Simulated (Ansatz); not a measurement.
The figure comes from a scan of CdS (zinc blende): the cell is scaled evenly about its relaxed volume V₀. Computed with PBE (plane waves to 420 eV, PAW, scalar-relativistic; Ansatz, a quantum-chemistry and plane-wave program). k mesh 10×10×10 (Γ-centred), Fermi-Dirac smearing 0.05 eV. Compression counts positive. CdS was relaxed with its symmetry unable to fall. 

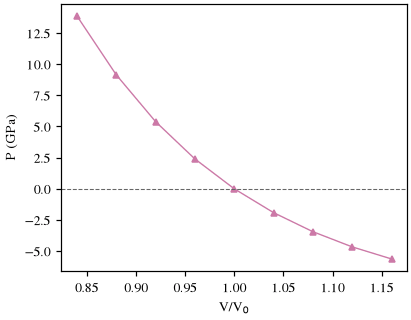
*P (GPa) against V/V₀; markers are the computed points, lines only join them.*

### Question
List the plotted points as numbers.

### Answer
To the nearest 0.5:

```tsv
V/V₀	P (GPa)
0.840	14.0
0.880	9.0
0.920	5.5
0.960	2.5
1.000	0.0
1.040	-2.0
1.080	-3.5
1.120	-4.5
1.160	-5.5
```

(A scan under strain: stresses follow from slopes of the energy per volume, elastic moduli from its curvatures.)
